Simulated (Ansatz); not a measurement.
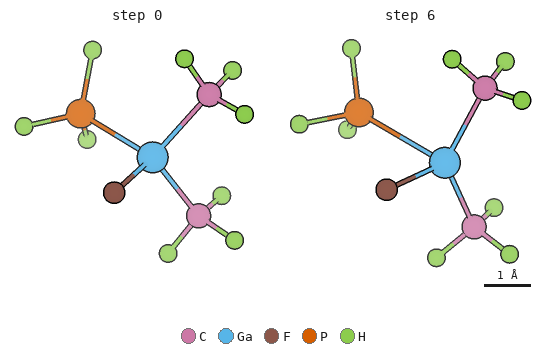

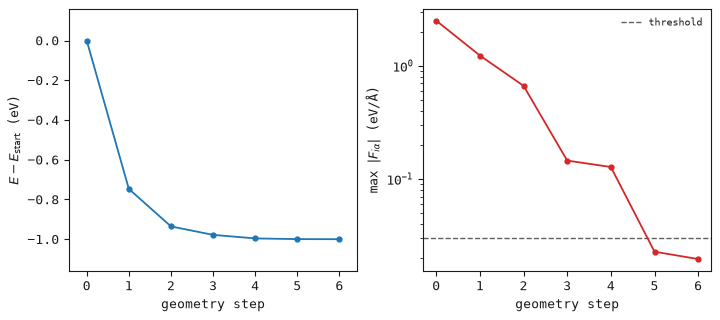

First and last geometry of a relaxation of C$_{2}$H$_{9}$FGaP (coarse preliminary run), with the history of the run. The picture is a ball-and-stick view, seen at a tilt.

The start comes from a force field.

Computed with RKS PBE-D4/def2-SVP (Ansatz 0.2.0). (force threshold 0.03 eV/Å; at most 200 steps)

**Read the history and describe the run.**

It converged. The energy falls by 1.000 eV in 6 geometry steps. The largest force component goes from 2.5 to 0.02 eV/Å. The largest move after the best rigid fit is that of the Ga atom, 0.47 Å. By element the largest moves are Ga 0.47 Å, H 0.37 Å, C 0.25 Å, F 0.16 Å, P 0.12 Å. Some distances before and after: Ga–P 2.302 → 2.695 Å, C–H 1.162 → 1.109 Å, H–P 1.377 → 1.429 Å, C–Ga 1.934 → 1.979 Å. Bond angles that change, for instance: C–Ga–C 108.3° → 130.8°, F–Ga–P 108.8° → 90.0°, Ga–P–H 107.6° → 124.3°.

```tsv
step	E − E(0), eV	largest force component, eV/Å
0	0.0000	2.5095
1	-0.7468	1.2354
2	-0.9355	0.6668
3	-0.9781	0.1458
4	-0.9959	0.1279
5	-0.9995	0.0228
6	-0.9998	0.0197
```
